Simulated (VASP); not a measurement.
Band structure of Cr (bcc, AFM order). All values below come from vdW-DF-cx, VASP's PBE PAW potentials (set 64) (plane waves; VASP).

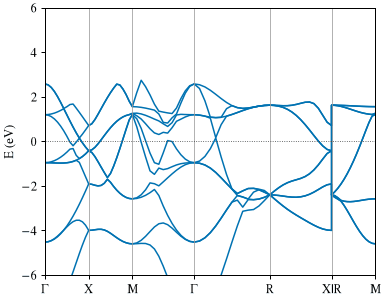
Figure. Bands along high-symmetry lines, zero at the valence-band maximum or, without a gap, the Fermi level

Problem. Read the plot: is there a gap, and where are the band edges?

Solution. It has no gap at this level: it comes out as a metal or semimetal. (Edges off the drawn lines would not show.)

The compound is Cr in the bcc, AFM order structure. It was relaxed first, which changed the volume by -7 %. The run is not spin-polarised, so no magnetic state was tried.
